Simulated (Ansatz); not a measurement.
Band structure of Sr (Fm-3m, 1 atom in the cell).

```
Sr
1.0
    0.00000     3.03361     3.03361
    3.03361     0.00000     3.03361
    3.03361     3.03361     0.00000
Sr
1
Cartesian
  0.00000   0.00000   0.00000
```

Method: PBE, PAW files (plane waves; Ansatz, a quantum-chemistry and plane-wave program).

Settings: kpoints.mp_grid.grid = 8 8 8; hamiltonian.xc = pbe; hamiltonian.pseudopotentials = {kind: paw} (the program's default PAW files); scf.occupations.method = fermi_dirac; scf.occupations.width = 0.1 eV; kpoints.band_path.npoints = 8.

The starting cell comes from a database of computed structures (which also holds hypothetical and non-ambient phases and stackings), without a prior relaxation at this level.

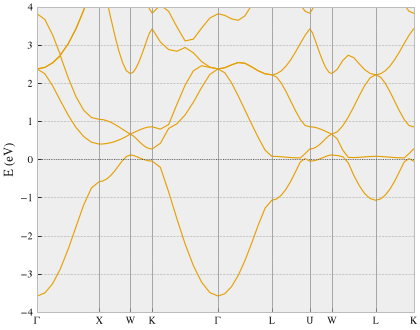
Figure. Bands along the path, energies from the Fermi level.

Levels in eV from the Fermi level, bands 2 to 8:
```json
[
 {"point": "Γ", "2": "-18.47", "3": "-18.47", "4": "-18.47", "5": "-3.59", "6": "2.37", "7": "2.37", "8": "2.37"},
 {"point": "X", "2": "-18.65", "3": "-18.54", "4": "-18.54", "5": "-0.58", "6": "0.40", "7": "1.05", "8": "4.85"},
 {"point": "W", "2": "-18.60", "3": "-18.60", "4": "-18.54", "5": "0.11", "6": "0.66", "7": "0.66", "8": "2.25"},
 {"point": "K", "2": "-18.62", "3": "-18.58", "4": "-18.53", "5": "-0.05", "6": "0.27", "7": "0.85", "8": "3.42"},
 {"point": "L", "2": "-18.66", "3": "-18.50", "4": "-18.50", "5": "-1.07", "6": "0.08", "7": "2.22", "8": "2.22"},
 {"point": "U", "2": "-18.62", "3": "-18.58", "4": "-18.53", "5": "-0.05", "6": "0.27", "7": "0.85", "8": "3.42"}
]
```

Bands cross the Fermi level along this path, so the cell is metallic at this level.

Keys are those of Ansatz 0.2.
